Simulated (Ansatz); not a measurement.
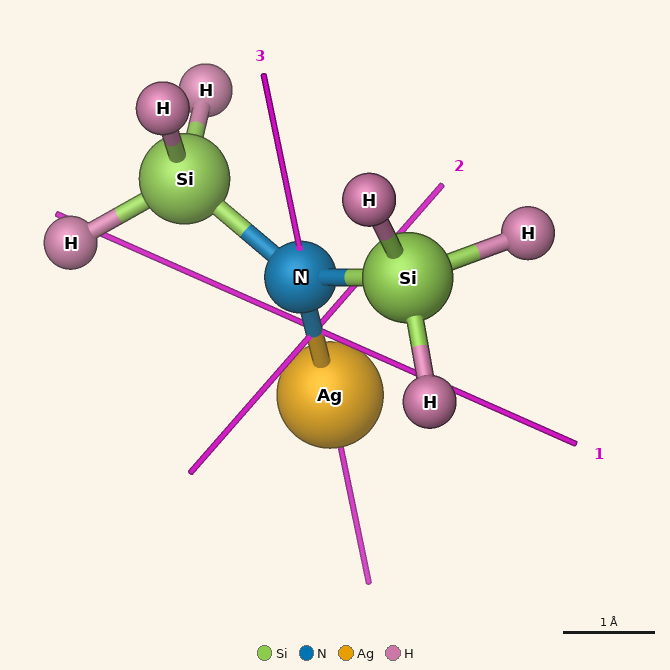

The three principal axes of inertia are drawn and numbered. Distant atoms are faded towards the background colour. The species is neutral and a spin singlet. The computed structure is the end point of a PBE0-D4/def2-TZVP optimisation. Masses are those of the most abundant isotopes; constants are for the rigid equilibrium geometry.

Question: Which line is the a axis (least moment of inertia), which b and which c?

Answer: a is line 3, b is line 1, c is line 2; the moments are 164, 334, 486 u Å².

Question: What kind of rotor is it, and what are its rotational constants in GHz?

Answer: An asymmetric top (Cs): A = 3.08, B = 1.51, C = 1.04 GHz. Ray's parameter κ is −0.53, nearer the prolate limit.
